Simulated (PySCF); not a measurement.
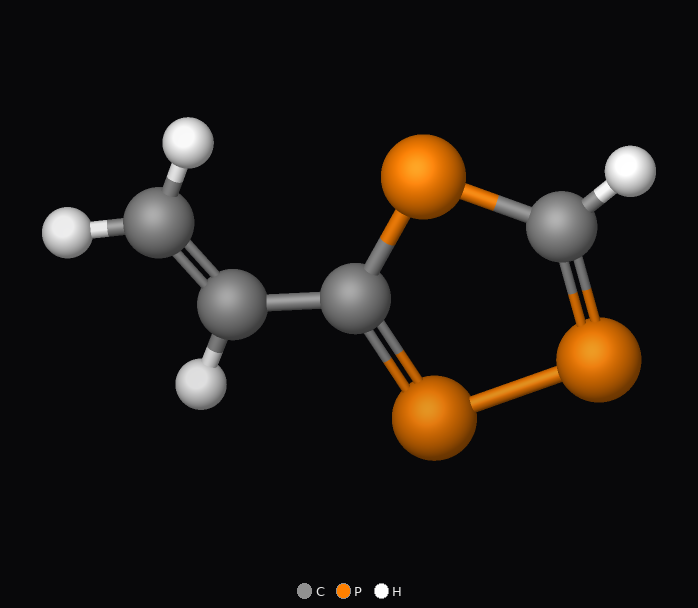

Charge −1, singlet. The geometry was computed by an optimisation with GFN2-xTB. No frequency run is at hand to confirm it as a minimum.

Give the structural formula.

SMILES: C=Cc1ppc[p-]1

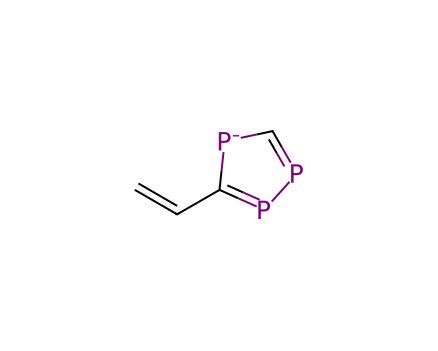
